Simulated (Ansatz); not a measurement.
Input

```
crystal:
  lattice:
    - [5.0006128775, 0.0, 0.0]
    - [-2.5003064388, 4.3306577864, 0.0]
    - [0.0, 0.0, 6.9951984411]
  atoms:
    - { symbol: Zn, position: [0.3333333333, 0.6666666667, 0.2013288529] }
    - { symbol: Zn, position: [0.6666666667, 0.3333333333, 0.7986711471] }
    - { symbol: Pb, position: [0.0, 0.0, 0.0] }
    - { symbol: Pb, position: [0.3333333333, 0.6666666667, 0.6647455469] }
    - { symbol: Pb, position: [0.6666666667, 0.3333333333, 0.3352544531] }
basis:
  ecutwfc: 420
kpoints:
  mp_grid: { grid: [6, 6, 6] }
hamiltonian:
  xc: pbe
scf:
  occupations: { method: gaussian, width: 0.1 }
output:
  forces: true
  stress: true
  eigenvalues: true
  write_density: true
  write_potential: true
  elf: true
  volumetric_format: npy
relax:
  adjacent_minimum: "off"
  f_tol: 0.01
  max_steps: 30
  cell: { stress_tol: 0.1, fix: [volume] }
```

Run with:

```sh
ansatz run input.yaml --threads 1 --pin off --max-ram 2560MiB --backend cpu --events-out ev --progress --plain --runs-dir out
```

Below, planes, directions and counts refer to the conventional cell (a = 4.99 Å, b = 4.99 Å, c = 7.02 Å, α = 90.00°, β = 90.00°, γ = 120.00°).

The fields are those of the relaxed geometry.

Space group P-3m1; a structure from a database of computed crystals, not necessarily the ambient phase; a generated structure, not necessarily the stable one; changed on purpose from its base cell (volume × 1.10, shape and atoms relaxed); computed pressure about −3 GPa in this cell.

The calculation used Ansatz 0.2.0, DFT PBE, scalar-relativistic, plane waves, PAW.

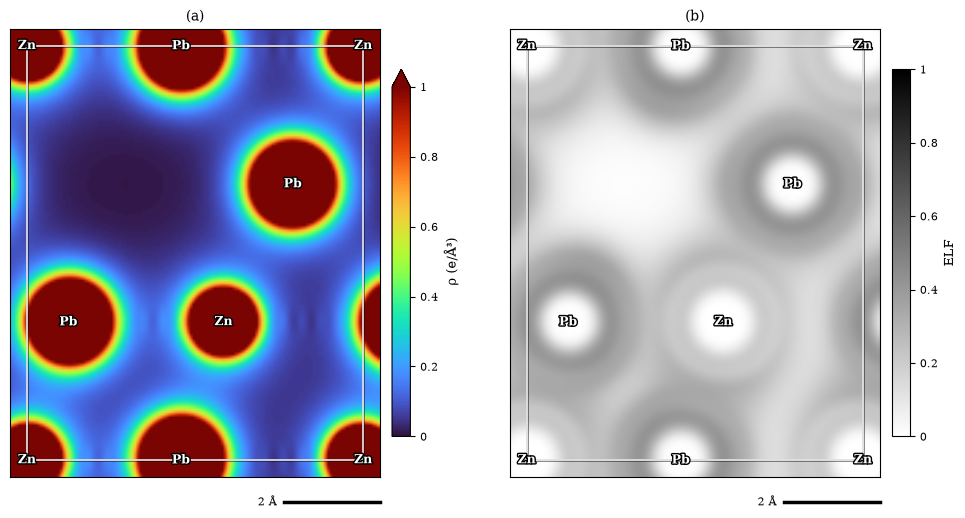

Zn₂Pb₃. (a) valence pseudo-density; (b) ELF on the (110) plane of the conventional cell.

Core electrons are frozen (PAW), and the valence fields are smoothed inside the atomic spheres.

> Read the bonding off the picture.

The plane passes through Zn and Pb nuclei.
Zn–Pb (3.01 Å): ρ at the midpoint is about 0.2 e/Å³; the ELF is about 0.35 at the midpoint.
Zn–Pb (3.23 Å): ρ at the midpoint is about 0.15 e/Å³; the ELF is about 0.25 at the midpoint (no localised pair shows between them).
Between the atoms the lowest density in this plane is 0.008 e/Å³.
